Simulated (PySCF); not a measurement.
**C6H13FO2Si (SMILES CO[Si](F)(OC)C1CCC1): density, localisation and related maps**

Input file:

```
{"job": {"kind": "nmr", "xc": "PBE0", "basis": "pcSseg-1"}, "charge": 0, "multiplicity": 1}
C     -2.624372    -2.231486    -0.304023
O     -1.361714    -1.624726    -0.428424
Si    -0.790945    -0.289731     0.255349
F     -0.654964    -0.492256     1.863778
O     -1.868681     0.903449     0.054010
C     -1.828085     2.229608     0.516957
C      0.939170    -0.005119    -0.434096
C      1.785837     1.109891     0.218406
C      2.993335     0.164592     0.231893
C      2.055930    -1.009654    -0.076752
H     -2.667212    -3.046829    -1.025854
H     -2.756818    -2.624971     0.704994
H     -3.415868    -1.511636    -0.512600
H     -2.782622     2.693073     0.267655
H     -1.018399     2.779417     0.033411
H     -1.679793     2.257900     1.597569
H      0.906409     0.140281    -1.514613
H      1.895334     2.027464    -0.358040
H      1.448508     1.363322     1.221914
H      3.545698     0.106448     1.167631
H      3.691625     0.367292    -0.578390
H      2.362696    -1.680794    -0.875501
H      1.820178    -1.598548     0.805934
```

Launched as:

```sh
OMP_NUM_THREADS=1 python probes_run.py task.json out
```

Geometry: GFN2-xTB.

Method: PBE0/pcSseg-1, SCF density, gas phase, non-relativistic in PySCF 2.14.0.

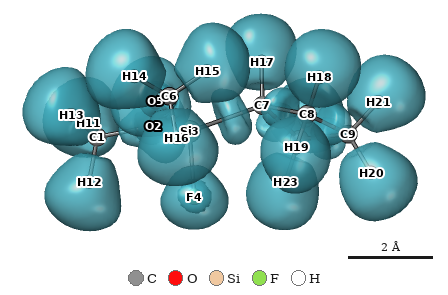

Figure 1. Isosurface of the electron localisation function at 0.75 (cyan), seen from one side. Only the valence region is drawn (cores and ρ < 0.01 e/Å³ removed).

> Where are the electrons localised?

The ELF exceeds this value in four regions between bonded C–C atoms (shared pairs), one region between bonded C–Si atoms (shared pairs), 13 regions around hydrogen nuclei, two regions on O in which the atom's valence shell and bonds are merged and one region wrapped around F (its lone pairs, merged into a ring or cap). Along the contacts the grid gives the following. C–O (1.41 Å): the ELF peaks at about 0.90 between the atoms; a polar covalent bond. C–C (1.53 Å): the ELF peaks at about 0.95 between the atoms: localised, covalent bonding.

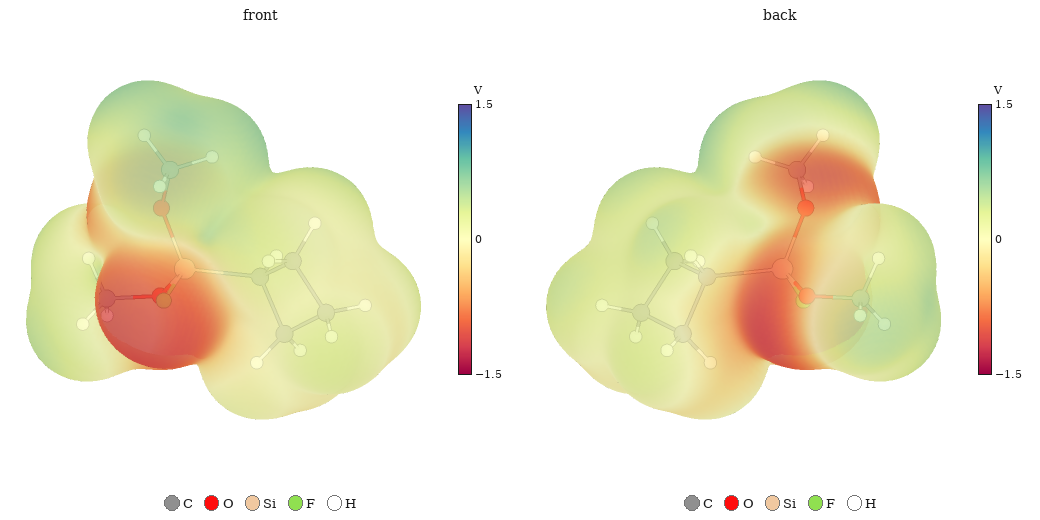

Figure 2. The molecular electrostatic potential painted on the density surface at 0.001 e/bohr³, seen from the front and from behind; red is negative and blue positive.

> Describe the electrostatic potential map.

The most negative region (about −1.1 V) lies over O2 and F4, the most positive (about +0.6 V) over C6, H14 and H15.

> What dipole moment does the calculation give?

Its dipole moment is 1.32 D.

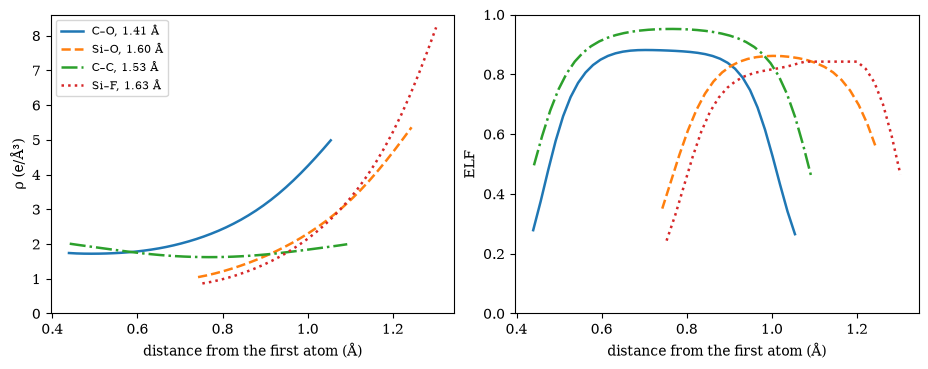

Figure 3. Electron density and electron localisation function along straight lines between neighbouring atoms. The curves leave out the atomic cores.

> What can be read from the curves?

C–O (1.41 Å): ρ at the midpoint is about 2 e/Å³, with its minimum of 1.7 e/Å³ about 0.5 Å from C; the ELF peaks at about 0.90 between the atoms: a polar covalent bond.
Si–O (1.60 Å): ρ is about 1.2 e/Å³ halfway; the ELF peaks at about 0.85 between the atoms (a short, strongly polar bond).
C–C (1.53 Å): the density is about 1.6 e/Å³ at the midpoint; the ELF peaks at about 0.95 between the atoms, as expected for a shared electron pair.
Si–F (1.63 Å): the density is about 1 e/Å³ at the midpoint; the ELF peaks at about 0.85 in the valence shell of F, 0.5 Å from its nucleus, and is about 0.50 at the midpoint.
